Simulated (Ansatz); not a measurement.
**[BPH5]− (SMILES [BH3-]P) at 6 levels**

We compute a comparison of 6 runs (B2PLYP/STO-3G, UPBE0/STO-3G, revPBE/STO-3G, wB97M-V/STO-3G, BCCD(T)/STO-3G, CCSDT/STO-3G) of [BPH5]−. 

The calculation is run with Ansatz 0.2.0.

1 further run of the same task is left out (set aside as unsound or not needed).

## 1. The molecule

The species is [BPH5]− (7 atoms), meant as a singlet with charge -1. As SMILES, `[BH3-]P`. The H6–P2 distance was set to 3.462 Å, away from the relaxed value. At this shape a bond of the SMILES string is far longer than usual.

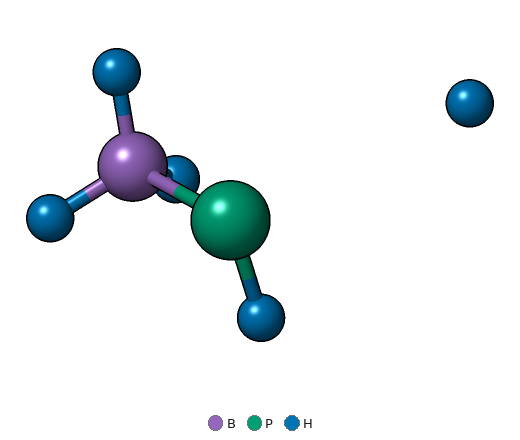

Viewed from a chosen angle; boron purple, phosphorus teal, hydrogen blue.

## 2. A single-point energy at B2PLYP/STO-3G (run 1)

Input file molecule.yaml:

```yaml
crystal:
  periodic: [false, false, false]
  atoms:
    - {symbol: B, position_ang: [0.211431, -2.468885, -0.327495]}
    - {symbol: P, position_ang: [1.415031, -1.648795, 1.031675]}
    - {symbol: H, position_ang: [-0.866809, -2.593215, 0.210765]}
    - {symbol: H, position_ang: [0.690191, -3.550135, -0.590995]}
    - {symbol: H, position_ang: [0.160031, -1.743435, -1.294005]}
    - {symbol: H, position_ang: [0.219110, 1.599520, 0.971100]}
    - {symbol: H, position_ang: [2.476311, -1.288955, 0.217035]}
basis:
  gaussian:
    orbitals: STO-3G
hamiltonian:
  xc: {name: B2PLYP}
total_charge: -1
correlation:
  frozen_orbitals: {B: 1, H: 0, P: 5}
accuracy: high
```

Launch:

```console
$ ansatz run molecule.yaml --threads 1 --pin off --max-ram 2610MiB --events-out events.jsonl --progress --plain --runs-dir runs
```

The log of the run:

```text
Warning: RAYON_NUM_THREADS=1 ignored (pool sized by the plan → 1); use --threads N
Functional definition: B2PLYP
  name "B2PLYP"
  parameter a = 0.53
  parameter c = 0.27
  exchange = (1 - a)*b88_x + a*exact_x
  correlation = (1 - c)*lyp_c + c*(mp2_os + mp2_ss)
328 factors; integrals over basis functions are off by at most 1.3e-8 eV
mean field evaluation 1: about -9911.3556 eV, gradient 1.8e1 eV
mean field evaluation 2: about -9911.3501 eV, gradient 1.8e1 eV
mean field evaluation 4: about -9913.1156 eV, gradient 1.2e1 eV
mean field evaluation 8: about -9916.2662 eV, gradient 2.6e0 eV
mean field evaluation 16: about -9916.3128 eV, gradient 2.4e-3 eV
mean field -9916.31281128 eV, -364.4177742962 hartree, gradient 7.5e-8 eV, S^2 0.000000; 0 other end points of the search recorded, 0 dependent functions left out; unrestricted orbitals would lower it
6 core orbitals not correlated: weight in the atoms' cores, before any rotation towards them, 1.000 or more for the frozen orbitals, at most 0.000 for the correlated occupied ones
reference -9916.31283148 eV, -364.4177750386 hartree; 7, 7 occupied and 6, 6 virtual orbitals, 328 factors
second order -8.03530155 eV of doubles, -0.00000000 eV of singles
Total energy: -9918.48236290 eV, -364.4975038476 hartree
```

It took 1.6 s on 1 thread of Arm Neoverse V2, shared host; peak memory 0.1 GiB.

## 3. The energy at UPBE0/STO-3G (run 2)

Input file job.yaml:

```yaml
crystal:
  periodic: [false, false, false]
  atoms:
    - {symbol: B, position_ang: [0.211431, -2.468885, -0.327495]}
    - {symbol: P, position_ang: [1.415031, -1.648795, 1.031675]}
    - {symbol: H, position_ang: [-0.866809, -2.593215, 0.210765]}
    - {symbol: H, position_ang: [0.690191, -3.550135, -0.590995]}
    - {symbol: H, position_ang: [0.160031, -1.743435, -1.294005]}
    - {symbol: H, position_ang: [0.219110, 1.599520, 0.971100]}
    - {symbol: H, position_ang: [2.476311, -1.288955, 0.217035]}
basis:
  gaussian: {orbitals: STO-3G}
magnetization: {spin_polarized: true, initial_magnetization: 0}
hamiltonian: {xc: {name: PBE0}}
total_charge: -1
accuracy: high
```

Launch:

```console
$ ansatz run job.yaml --threads 1 --pin off --max-ram 2610MiB --events-out events.jsonl --progress --plain --runs-dir runs
```

The log of the run:

```text
Warning: RAYON_NUM_THREADS=1 ignored (pool sized by the plan → 1); use --threads N
Functional definition: PBE0
  name "PBE0"
  parameter a = 0.25
  parameter kappa = 0.804
  parameter beta = 0.06672455060314922
  exchange = (1 - a)*pbe_x(kappa = kappa, mu = beta*pi^2/3) + a*exact_x
  correlation = pbe_c(beta = beta)
328 factors; integrals over basis functions are off by at most 1.3e-8 eV
mean field evaluation 1: about -9913.0892 eV, gradient 1.4e1 eV
mean field evaluation 2: about -9899.3978 eV, gradient 2.2e1 eV
mean field evaluation 4: about -9918.8625 eV, gradient 7.0e0 eV
mean field evaluation 8: about -9919.4542 eV, gradient 3.3e0 eV
mean field evaluation 16: about -9921.1229 eV, gradient 2.0e-1 eV
mean field evaluation 32: about -9921.1275 eV, gradient 1.3e-2 eV
mean field -9921.12750229 eV, -364.5947109273 hartree, gradient 3.0e-8 eV, S^2 0.971826; 4 other end points of the search recorded, 0 dependent functions left out
reference -9921.12750393 eV, -364.5947109878 hartree; 13, 13 occupied and 6, 6 virtual orbitals, 328 factors
Total energy: -9921.12750393 eV, -364.5947109878 hartree
```

Run time: 3.6 s. Hardware: 1 thread of Arm Neoverse V2, shared host; peak memory 0.13 GiB.

Runs 3 to 5 aren't shown in full; the table further down has their settings and results.

## 4. The energy at CCSDT/STO-3G (run 6)

Input file run.yaml:

```yaml
crystal:
  periodic: [false, false, false]
  atoms:
    - {symbol: B, position_ang: [0.211431, -2.468885, -0.327495]}
    - {symbol: P, position_ang: [1.415031, -1.648795, 1.031675]}
    - {symbol: H, position_ang: [-0.866809, -2.593215, 0.210765]}
    - {symbol: H, position_ang: [0.690191, -3.550135, -0.590995]}
    - {symbol: H, position_ang: [0.160031, -1.743435, -1.294005]}
    - {symbol: H, position_ang: [0.219110, 1.599520, 0.971100]}
    - {symbol: H, position_ang: [2.476311, -1.288955, 0.217035]}
basis:
  gaussian:
    orbitals: STO-3G
total_charge: -1
correlation:
  method: ccsdt
  frozen_orbitals: {B: 1, H: 0, P: 5}
accuracy: high
scf:
  omitted_lower_state_checks: [cluster_reference, increment]
```

Launch:

```console
$ ansatz run run.yaml --threads 1 --pin off --max-ram 2610MiB --events-out events.jsonl --progress --plain --runs-dir runs
```

The log of the run:

```text
Warning: RAYON_NUM_THREADS=1 ignored (pool sized by the plan → 1); use --threads N
[... 12 lines left out ...]
6 core orbitals not correlated: weight in the atoms' cores, before any rotation towards them, 1.000 or more for the frozen orbitals, at most 0.000 for the correlated occupied ones
[... 35 lines left out ...]
WARN: these amplitudes may be one of several solutions (largest doubles amplitude 1.08, level shift 9.79 eV)
Total energy: -9905.47784818 eV, -364.0195967467 hartree
Checks for a lower state left out: cluster_reference, increment
```

Wall time 0.28 s (1 thread of Arm Neoverse V2, shared host).

## 5. Overview of the runs

```csv
run,level,frozen core orbitals,energy (Eh),wall time
1,B2PLYP/STO-3G,6,-364.497504,1.6 s
2,UPBE0/STO-3G,–,-364.594711,3.6 s
3,revPBE/STO-3G,–,-364.667266,1.1 s
4,wB97M-V/STO-3G,–,-364.682156,16 s
5,BCCD(T)/STO-3G,6,-364.019988,0.16 s
6,CCSDT/STO-3G,6,-364.019597,0.28 s
```

## 6. Summary of results

```
                                          quantity          value
                               run 6: total energy  -364.01960 Eh
run 6: correlation energy (6 core orbitals frozen)     -257.5 mEh
                              run 6: T1 diagnostic          0.128
```

**Reading.** Totals of different functionals can't be ranked against each other. In runs 1, 5, 6 the log says that unrestricted orbitals would lower the reference, so the values rest on an unstable closed-shell determinant (other closed-shell runs at this shape may share the fault). In runs 1, 2, 3, 4, 5, 6 the basis is minimal, so the values are rough. Spin contamination of the reference: run 2 ⟨S²⟩ = 0.97. Where it is this large, the reference is a mixture of spin states, and values that rest on it are in doubt. All runs together took 22 s, the longest 16 s.
